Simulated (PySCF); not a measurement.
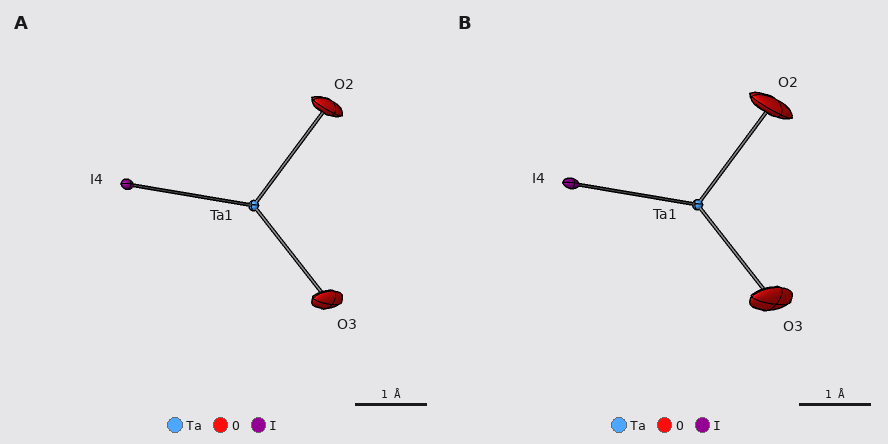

Displacement ellipsoids at the 50 % level, scaled by 2, from the internal vibrations of the free molecule (harmonic, no overall translation or rotation; no half-axis is drawn under 0.075 Å). Charge 0, singlet. Vibrations computed with RKS-based PBE, Ta def2-SVP with ECP60, O def2-SVP, I def2-SVP with ECP28; scalar-relativistic core potentials; density fitting (PySCF 2.14.0). One panel is for 298 K, the other for 600 K.

> Which panel is for 600 K?

B.

> How much does the mean-square displacement of O2 grow, and why?

U_eq goes from 0.0070 to 0.0133 Å², a factor of 1.9. Modes below kT (417 cm⁻¹ at 600 K) grow about in proportion to T, and the lowest lies at 143 cm⁻¹; the mean-square amplitude of a mode is its zero-point value times coth(ħω/2kT), which comes close to 1 only above about 3kT.

The search tried a few shapes and spins; others may lie lower.
